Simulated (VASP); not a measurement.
Band structure of CrO$_{2}$ (rutile). These are AM05 GGA, VASP's PBE PAW potentials (set 64) (plane waves; VASP) values and carry that method's errors.

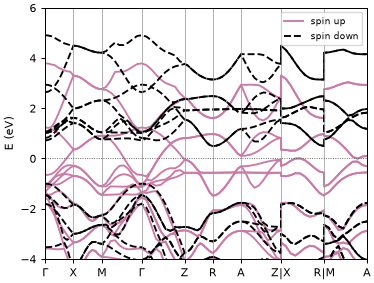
Bands along high-symmetry lines, zero at the valence-band maximum or, without a gap, the Fermi level

Task: Read the plot: is there a gap, and where are the band edges?

Result: It has no gap at this level: it comes out as a metal or semimetal. (Edges off the drawn lines would not show.)

The compound is CrO2 in the rutile structure. It was relaxed first.
